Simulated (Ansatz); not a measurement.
One stationary structure of TiO₂. Space group P4₂/mnm (No. 136), rutile type. Calculation: r2SCAN (plane waves to 500 eV, PAW, scalar-relativistic; Ansatz, an electronic-structure program).

```cif
data_O4Ti2
_chemical_formula_sum 'Ti2 O4'
_space_group_name_H-M_alt 'P42/mnm'
_space_group_IT_number 136
_space_group_name_Hall '-P 4n 2n'
_cell_length_a 4.59755
_cell_length_b 4.59755
_cell_length_c 2.95415
_cell_angle_alpha 90.000
_cell_angle_beta 90.000
_cell_angle_gamma 90.000
loop_
_atom_site_label
_atom_site_type_symbol
_atom_site_symmetry_multiplicity
_atom_site_Wyckoff_symbol
_atom_site_fract_x
_atom_site_fract_y
_atom_site_fract_z
_atom_site_occupancy
Ti1 Ti 2 a 0.00000 0.00000 0.00000 1
O1 O 4 f 0.30463 0.30463 0.00000 1
```

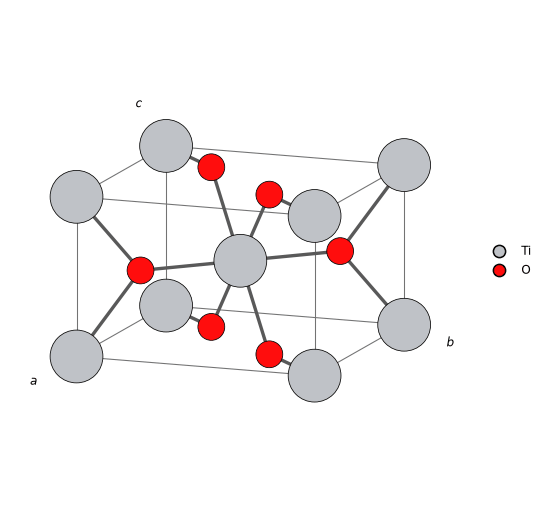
*The conventional cell of the relaxed structure*

| Item | Value |
|---|---|
| Volume per atom | 10.41 Å³ |
| Band gap | 2.23 eV, direct at Γ (no spin-orbit coupling) |
| Shortest distances | O–Ti 1.95 Å; O–O 2.54 Å; Ti–Ti 2.95 Å |
| k-mesh | 7×7×11 |

Band energies at high-symmetry points (eV from the VBM; labels of this space group; no spin-orbit coupling), from −5 eV up to 3.3 eV:

| point | energies |
|---|---|
| Γ | -4.99 -3.95 -3.95 -2.63 -2.63 -2.05 -0.74 -0.47 -0.47 0.00 2.23 2.55 2.77 2.86 2.86 |
| X | -3.89 -3.89 -3.30 -3.30 -3.12 -3.12 -1.68 -1.68 -0.76 -0.76 2.91 2.91 |
| M | -4.01 -4.01 -2.92 -2.92 -2.21 -2.21 -1.36 -1.36 -1.10 -1.10 2.26 2.26 2.88 2.88 |
| Z | -4.60 -4.60 -3.75 -3.75 -3.70 -3.70 -2.86 -2.86 -2.39 -2.39 -1.47 -1.47 |
| R | -4.11 -4.11 -3.35 -3.35 -2.45 -2.45 -2.07 -2.07 -1.08 -1.08 2.28 2.28 |
| A | -4.79 -4.79 -4.66 -4.66 -3.64 -3.64 -2.83 -2.83 -1.31 -1.31 -0.70 -0.70 2.95 2.95 |

No spin polarisation in the result.

Measured for TiO2: gap 3.45 eV (static lattice; corrected from measurement; as listed in Wei Chen et al., Physical Review Materials (2018)). Computed minus measured — gap: r2SCAN -1.22 eV. The computed values are for a static lattice, and a measured gap can be an optical one, lowered by exciton binding.

The run could not lose the symmetry of its start; a randomly shaken copy of 12 atoms returns to this structure.
